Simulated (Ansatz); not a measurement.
TiAl3: response to strain

The reference is TiAl₃ (space group I4/mmm, No. 139; a = 3.846 Å, c = 8.620 Å).

Strains are applied to the cell and any free atomic positions relax.

All numbers come from DFT with PBE, PAW potentials and a 420 eV plane-wave cutoff in Ansatz (a program for electronic structure), without spin-orbit coupling.

Notes on the quantities. energy relative to the base: free energy F.

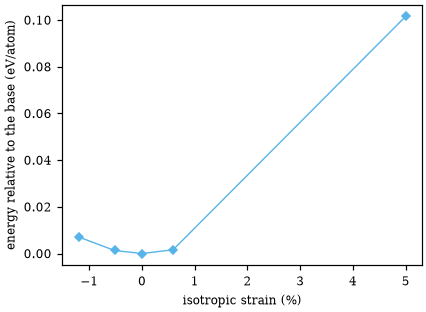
Figure: Energy relative to the base against isotropic strain

| isotropic strain (%) | energy relative to the base |
|---|---|
| -1.2 | +7.1 meV/atom |
| -0.52 | +1.3 meV/atom |
| 0.59 | +1.6 meV/atom |
| 5 | +102 meV/atom |

Whether these cells are dynamically stable was not tested. The final runs are not spin-polarised.
